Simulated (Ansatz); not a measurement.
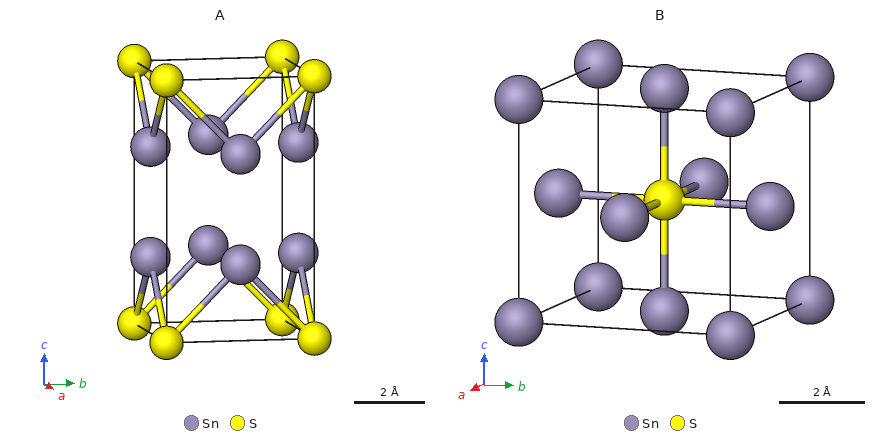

Two structures of Sn$_{4}$S, each relaxed to rest (conventional cells in solid outline, small ones repeated, not to one scale). Method: Ansatz, DFT PBE, scalar-relativistic, plane waves, PAW, without spin polarisation.

Which structures are these?

Answer. A: 5 atoms a cell on a primitive tetragonal lattice, P4/mmm. B: 5 atoms a cell on a primitive cubic lattice, Pm-3m.

Which one is lower in energy?

Answer. A is lower, by 65 meV/atom at this level of theory (energies at zero smearing). Volumes: A 28.7, B 30.9 Å³/atom.

One or both may be structure types tried for this composition rather than known phases.
